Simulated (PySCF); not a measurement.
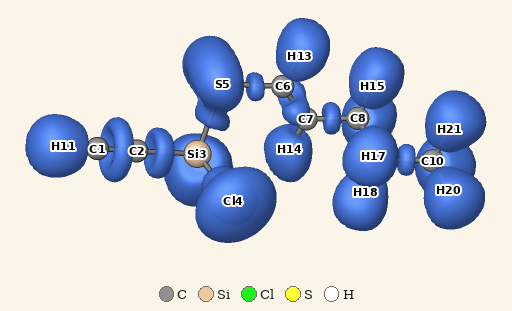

C$_{7}$H$_{11}$ClSSi. Isosurface of the ELF at 0.8 (blue), seen across its widest extent. Only the valence region is drawn (cores and ρ < 0.01 e/Å³ removed).

Geometry: GFN2-xTB.

The calculation used PySCF 2.14.0, PBE0/pcSseg-1, SCF density, gas phase, non-relativistic.

Input

```
{"job": {"kind": "nmr", "xc": "PBE0", "basis": "pcSseg-1"}, "charge": 0, "multiplicity": 1}
C     -5.915980    -0.541092     0.416334
C     -4.734861    -0.596806     0.200488
Si    -2.918859    -0.652593    -0.106232
Cl    -1.975740    -1.591880     1.413984
S     -2.378021     1.440586    -0.201538
C     -0.619150     1.471455    -0.238384
C      0.201286     0.473633    -0.523018
C      1.690631     0.592515    -0.502850
C      2.294068    -0.308467     0.580068
C      3.815914    -0.260308     0.568387
H     -6.950709    -0.493938     0.600938
H     -2.628112    -1.317562    -1.369358
H     -0.254822     2.462251    -0.013081
H     -0.180154    -0.511262    -0.756322
H      1.982096     1.629082    -0.323568
H      2.087166     0.290419    -1.476776
H      1.923881     0.012895     1.555972
H      1.961441    -1.336745     0.420290
H      4.200631    -0.599500    -0.391248
H      4.223147    -0.900669     1.347393
H      4.167227     0.754929     0.739090
```

Launched as:

```sh
OMP_NUM_THREADS=1 python probes_run.py task.json out
```

### Describe the localisation domains.

The ELF exceeds this value in five regions between bonded C–C atoms (shared pairs), one region between bonded C–S atoms (shared pairs), one region between bonded C–Si atoms (shared pairs), eleven regions around hydrogen nuclei, one region on Cl in which the atom's valence shell and bonds are merged and one region on S in which the atom's valence shell and bonds are merged.

Values along the shortest contacts:
C–C (1.20 Å): the ELF peaks at about 0.85 between the atoms; a short, multiple covalent bond. C–S (1.76 Å): the ELF peaks at about 0.90 between the atoms (a covalent bond).
